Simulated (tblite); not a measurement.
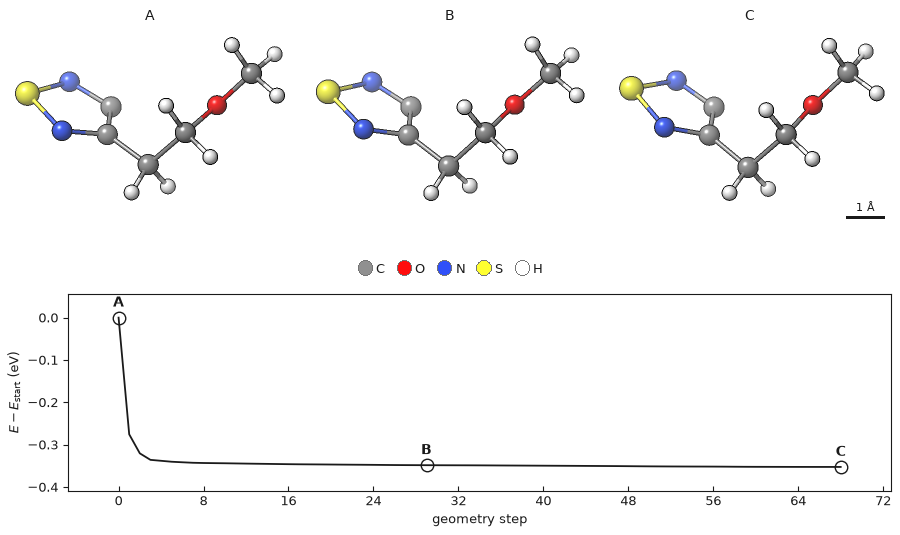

Frames of a relaxation of C₅H₇N₂OS (multiplicity 2), marked on the history of the run. The picture is a ball-and-stick view, seen at a tilt.

All numbers below come from GFN2-xTB geometry optimisation, gas phase in tblite 0.8.0. 

> What happens along the run?

After 68 geometry steps the energy has fallen by 0.353 eV. The largest move after the best rigid fit is that of an H atom, 0.27 Å. Largest moves by element: H 0.27 Å, N 0.19 Å, S 0.17 Å, C 0.11 Å, O 0.11 Å. Some distances before and after: C–N 1.340 → 1.269 Å, N–S 1.685 → 1.640 Å, C–N 1.349 → 1.315 Å, C–O 1.439 → 1.406 Å. Among the angles between lasting bonds that change: C–N–S 104.6° → 110.8°, N–S–N 100.2° → 95.0°, C–C–N 114.5° → 109.3°. From step 0 to 29: an H atom moves most (0.11 Å), energy −0.349 eV. From step 29 to 68: an H atom moves most (0.19 Å), energy −0.004 eV.
